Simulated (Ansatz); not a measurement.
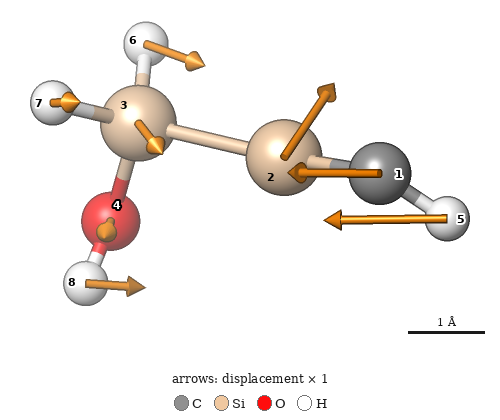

A relaxation of CH₄OSi₂. The starting structure is drawn; orange arrows show the displacements, at their true length. The two geometries are superimposed by the best rigid fit.

A ball-and-stick model, seen at a tilt.

Level of theory: RKS PBE0-D4/def2-TZVP in Ansatz.

The input:
```yaml
crystal:
  periodic: [false, false, false]
  atoms:
    - {symbol: C, position_ang: [0.004050, 2.528790, -1.423530]}
    - {symbol: Si, position_ang: [0.045050, 1.146810, -0.432730]}
    - {symbol: Si, position_ang: [0.505180, -0.787580, 0.680530]}
    - {symbol: O, position_ang: [-0.859250, -1.702270, 0.710940]}
    - {symbol: H, position_ang: [-0.834780, 3.171630, -1.638640]}
    - {symbol: H, position_ang: [0.751210, -0.644390, 2.122100]}
    - {symbol: H, position_ang: [1.590760, -1.557470, 0.032960]}
    - {symbol: H, position_ang: [-1.202220, -2.155520, -0.051630]}
basis:
  gaussian: {orbitals: def2-TZVP}
hamiltonian: {xc: pbe0, dispersion: d4}
relax: {f_tol: 0.005, max_steps: 200}
```

Run as
```bash
ansatz run in.yaml --threads 2 --pin off --events-out ev --progress --plain --max-ram 4352MiB
```

What happened in the run?

The largest move after the best rigid fit is that of H5, 1.65 Å. Largest moves by element: H 1.65 Å, C 1.59 Å, Si 1.57 Å, O 0.68 Å. Some distances before and after: C1–Si3 3.959 → 1.766 Å, Si2–H6 3.199 → 1.777 Å, Si2–Si3 2.279 → 2.509 Å, Si3–H6 1.469 → 1.624 Å. New bonds form, among them: C1–Si3 (3.96 → 1.77 Å). Among the angles between lasting bonds that change: C1–Si2–Si3 168.3° → 44.7°, Si2–Si3–H6 115.5° → 44.9°, Si2–Si3–O4 108.3° → 125.1°. After 34 accepted moves (36 points after the start) the energy has fallen by 268.3 kJ/mol. Largest force component: 2.6 eV/Å at the start, 0.0036 eV/Å at the end. The line search rejected the trial steps at points 18, 29 of the run. Cost: 120 s on 2 threads of Arm Neoverse V2, with other jobs on the host.
